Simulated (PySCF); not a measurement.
Molecule: B(H)(NH2)(NMe2), SMILES CN(C)BN, singlet. Atoms near the plane z = 0.8 Å, at the B3LYP/def2-SVP optimised geometry (x, y, z in Å): B1 (-0.5, 0.0, 0.0), H2 (-1.1, 1.1, 0.0), N3 (-1.4, -1.2, 0.0), H4 (-2.4, -1.1, 0.0), H5 (-1.0, -2.1, 0.0), N6 (0.9, 0.0, 0.0), C7 (1.6, 1.2, 0.0), C8 (1.7, -1.2, 0.0), H9 (2.3, 1.3, 0.9), H11 (1.0, 2.1, 0.0), H13 (2.4, -1.2, 0.9), H14 (1.1, -2.1, 0.0).

Calculation: B3LYP/def2-TZVP run with PySCF. The values are rescaled to run from 0 to 1.

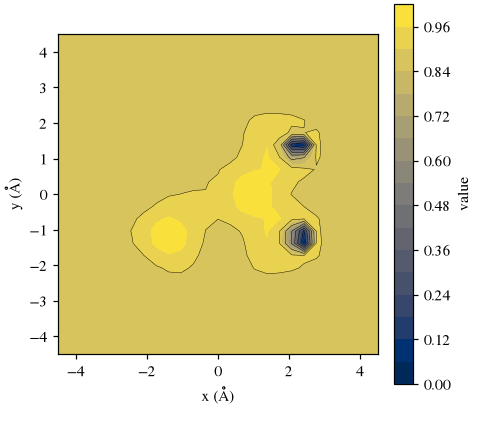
a field on the plane z = 0.8 Å.

Q: Which quantity is mapped?
A) an orbital amplitude
B) electron localisation function
C) Laplacian of the electron density
D) electrostatic potential

A: C, Laplacian of the electron density. In full: Laplacian of the electron density (e/bohr⁵), clipped to [-1.50, 1.50].
